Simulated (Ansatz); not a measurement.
# One shape, several levels: doublet SiH2Br

Aim: a comparison of 5 runs (U-revPBE/STO-3G, U-wB97X/STO-3G, UBLYP/STO-3G, USVWN5/STO-3G, UMP2/STO-3G) of doublet SiH2Br. 

The results are computed with Ansatz 0.2.0.

4 further runs of the same task are left out: 2 that didn't finish, 2 set aside as unsound or not needed.

**1. The molecule**

The species is SiH2Br (4 atoms), meant as a doublet with charge 0. SMILES of the parent species: `[SiH2-]Br`. The shape is that of a GFN2-xTB optimisation. That shape belongs to the parent species and isn't relaxed for this state.

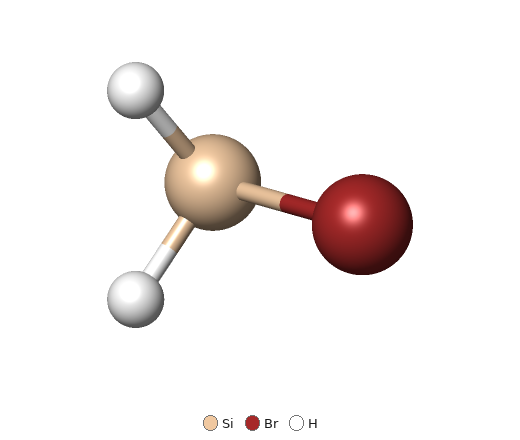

The structure, seen from a chosen angle (silicon light orange, bromine red, hydrogen white).

**2. The energy at U-revPBE/STO-3G (run 1)**

Input file input.yaml:

```yaml
crystal:
  periodic: [false, false, false]
  atoms:
    - {symbol: Si, position_ang: [-0.191960, -0.343010, -0.619410]}
    - {symbol: Br, position_ang: [1.687710, -0.271360, 0.911070]}
    - {symbol: H, position_ang: [-1.209900, -0.529990, 0.461390]}
    - {symbol: H, position_ang: [-0.285850, 1.144360, -0.753060]}
basis:
  gaussian:
    orbitals: STO-3G
magnetization:
  spin_polarized: true
  initial_magnetization: 1
hamiltonian:
  xc: {name: revPBE}
accuracy: high
```

Command:

```sh
ansatz run input.yaml --threads 1 --pin off --max-ram 2610MiB --events-out events.jsonl --progress --plain --runs-dir runs
```

Standard output:

```text
Warning: RAYON_NUM_THREADS=1 ignored (pool sized by the plan → 1); use --threads N
Functional definition: revPBE
  name "revPBE"
  parameter kappa = 1.245
  parameter beta = 0.06672455060314922
  exchange = pbe_x(kappa = kappa, mu = beta*pi^2/3)
  correlation = pbe_c(beta = beta)
410 factors; integrals over basis functions are off by at most 1.4e-8 eV
mean field evaluation 1: about -77088.0050 eV, gradient 1.4e1 eV
mean field evaluation 2: about -77076.5304 eV, gradient 3.3e1 eV
mean field evaluation 4: about -77089.8395 eV, gradient 1.2e0 eV
mean field evaluation 8: about -77089.8215 eV, gradient 6.7e-3 eV
mean field evaluation 16: about -77089.8215 eV, gradient 9.1e-8 eV
mean field -77089.82145910 eV, -2832.9986852643 hartree, gradient 9.0e-8 eV, S^2 0.751141; 2 other end points of the search recorded, 0 dependent functions left out
reference -77089.82146117 eV, -2832.9986853401 hartree; 26, 25 occupied and 3, 4 virtual orbitals, 410 factors
Total energy: -77089.82146117 eV, -2832.9986853401 hartree
```

Wall time 2.4 s (1 thread of Arm Neoverse V1, shared host); peak memory 0.13 GiB.

**3. The energy at U-wB97X/STO-3G (run 2)**

Input file run.yaml:

```yaml
crystal:
  periodic: [false, false, false]
  atoms:
    - symbol: Si
      position_ang: [-0.191960, -0.343010, -0.619410]
    - symbol: Br
      position_ang: [1.687710, -0.271360, 0.911070]
    - symbol: H
      position_ang: [-1.209900, -0.529990, 0.461390]
    - symbol: H
      position_ang: [-0.285850, 1.144360, -0.753060]
basis:
  gaussian: {orbitals: STO-3G}
magnetization: {spin_polarized: true, initial_magnetization: 1}
accuracy: high
hamiltonian: {xc: {name: wB97X}}
```

Command:

```sh
ansatz run run.yaml --threads 1 --pin off --max-ram 2610MiB --events-out events.jsonl --progress --plain --runs-dir runs
```

Standard output, cut to the lines that bear on the results:

```text
Warning: RAYON_NUM_THREADS=1 ignored (pool sized by the plan → 1); use --threads N
Functional definition: wB97X
  name "wB97X"
[...]
      + exact_x_lr(omega)
[...]
      + integral(e_c_pw_opposite_spin*poly(b97_u_opposite, 1, cos1, cos2, cos3, cos4))
410 factors; integrals over basis functions are off by at most 1.4e-8 eV
135 factors; integrals over basis functions are off by at most 9.1e-10 eV
[...]
mean field -77099.29404030 eV, -2833.3467962024 hartree, gradient 4.4e-8 eV, S^2 0.752771; 0 other end points of the search recorded, 0 dependent functions left out
reference -77099.29403890 eV, -2833.3467961512 hartree; 26, 25 occupied and 3, 4 virtual orbitals, 410 factors
Total energy: -77099.29403890 eV, -2833.3467961512 hartree
```

Wall time 12 s (1 thread of Arm Neoverse V1, shared host); peak memory 0.42 GiB.

Run 3 isn't shown in full; the table further down has it.

**4. The energy at USVWN5/STO-3G (run 4)**

Input file run.yaml:

```yaml
basis:
  gaussian:
    orbitals: STO-3G
crystal:
  periodic: [false, false, false]
  atoms:
    - {symbol: Si, position_ang: [-0.191960, -0.343010, -0.619410]}
    - {symbol: Br, position_ang: [1.687710, -0.271360, 0.911070]}
    - {symbol: H, position_ang: [-1.209900, -0.529990, 0.461390]}
    - {symbol: H, position_ang: [-0.285850, 1.144360, -0.753060]}
hamiltonian:
  xc: {name: SVWN5}
accuracy: high
magnetization:
  spin_polarized: true
  initial_magnetization: 1
```

Command:

```sh
ansatz run run.yaml --threads 1 --pin off --max-ram 2610MiB --events-out events.jsonl --progress --plain --runs-dir runs
```

Standard output:

```text
Warning: RAYON_NUM_THREADS=1 ignored (pool sized by the plan → 1); use --threads N
Functional definition: SVWN5
  name "SVWN5"
  exchange = slater_x
  correlation = vwn5_c
410 factors; integrals over basis functions are off by at most 1.4e-8 eV
mean field evaluation 1: about -76960.6857 eV, gradient 1.3e1 eV
mean field evaluation 2: about -76948.4400 eV, gradient 3.4e1 eV
mean field evaluation 4: about -76962.4004 eV, gradient 1.6e0 eV
mean field evaluation 8: about -76962.3985 eV, gradient 6.5e-2 eV
mean field evaluation 16: about -76962.3985 eV, gradient 2.8e-6 eV
mean field -76962.39851151 eV, -2828.3159783106 hartree, gradient 9.8e-9 eV, S^2 0.750665; 1 other end points of the search recorded, 0 dependent functions left out
reference -76962.39851310 eV, -2828.3159783690 hartree; 26, 25 occupied and 3, 4 virtual orbitals, 410 factors
Total energy: -76962.39851310 eV, -2828.3159783690 hartree
```

Run time: 1.5 s. Hardware: 1 thread of Arm Neoverse V1, shared host; peak memory 0.11 GiB.

**5. A single-point energy at UMP2/STO-3G (run 5)**

Changes to input.yaml since step 2:

```diff
@@ -13,4 +13,5 @@
   initial_magnetization: 1
-hamiltonian:
-  xc: {name: revPBE}
+correlation:
+  method: mp2
+  frozen_orbitals: {Br: 9, H: 0, Si: 5}
 accuracy: high
```

Command:

```sh
ansatz run input.yaml --threads 1 --pin off --max-ram 2610MiB --events-out events.jsonl --progress --plain --runs-dir runs
```

Standard output:

```text
Warning: RAYON_NUM_THREADS=1 ignored (pool sized by the plan → 1); use --threads N
Functional definition: HF
  name "HF"
  exchange = exact_x
  correlation = 0
410 factors; integrals over basis functions are off by at most 1.4e-8 eV
mean field evaluation 1: about -77044.5292 eV, gradient 1.0e1 eV
mean field evaluation 2: about -77044.5647 eV, gradient 1.0e1 eV
mean field evaluation 4: about -77046.0676 eV, gradient 1.0e0 eV
mean field evaluation 8: about -77046.1027 eV, gradient 2.1e-2 eV
mean field -77046.10272215 eV, -2831.3920513150 hartree, gradient 8.2e-9 eV, S^2 0.752666; 0 other end points of the search recorded, 0 dependent functions left out
14 core orbitals not correlated: weight in the atoms' cores, before any rotation towards them, 1.000 or more for the frozen orbitals, at most 0.000 for the correlated occupied ones
reference -77046.10272215 eV, -2831.3920513150 hartree; 12, 11 occupied and 3, 4 virtual orbitals, 410 factors
second order -1.05686913 eV of doubles, -0.00000000 eV of singles
Total energy: -77047.15959129 eV, -2831.4308905393 hartree
```

It took 0.3 s on 1 thread of Arm Neoverse V1, shared host.

**6. Overview of the runs**

| run | level | frozen core orbitals | energy (Eh) | ⟨S²⟩ | wall time |
| --- | --- | --- | --- | --- | --- |
| 1 | U-revPBE/STO-3G | – | -2832.998685 | 0.751 | 2.4 s |
| 2 | U-wB97X/STO-3G | – | -2833.346796 | 0.753 | 12 s |
| 3 | UBLYP/STO-3G | – | -2833.129244 | 0.751 | 2.6 s |
| 4 | USVWN5/STO-3G | – | -2828.315978 | 0.751 | 1.5 s |
| 5 | UMP2/STO-3G | 14 | -2831.430891 | 0.753 | 0.3 s |

**7. Results**

| quantity | value |
| --- | --- |
| run 5: total energy | -2831.43089 Eh |
| run 5: correlation energy (14 core orbitals frozen) | -38.8 mEh |
| run 5: ⟨S²⟩ of the reference determinant | 0.753 |

In words: Totals of different functionals can't be ranked against each other. In runs 1, 2, 3, 4, 5 the basis is minimal, so the values are rough. All runs together took 19 s, the longest 12 s.
